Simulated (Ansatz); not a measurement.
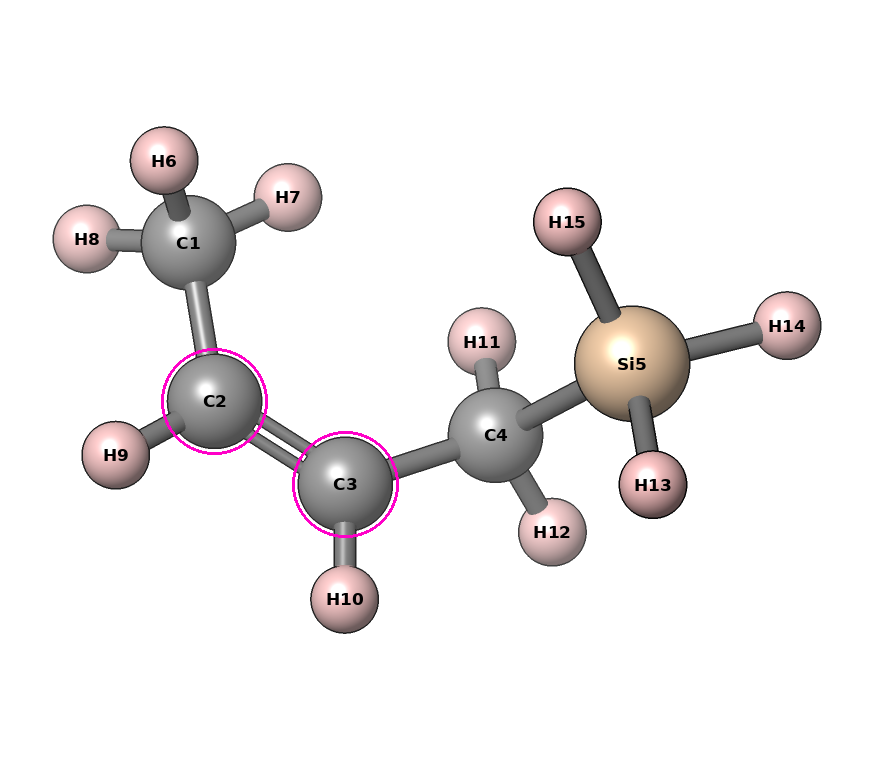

Depth is shown by fading: the farther an atom, the more it takes the colour of the background. Circles mark the stereogenic atoms. The computed structure is the end point of a PBE-D4/def2-SVP optimisation. No frequency run is at hand to confirm it as a minimum.

Q: What are the Cahn–Ingold–Prelog descriptors?

A: C2=C3: Z.

Q: Give a SMILES with the stereochemistry.

A: C/C=C\C[SiH3]
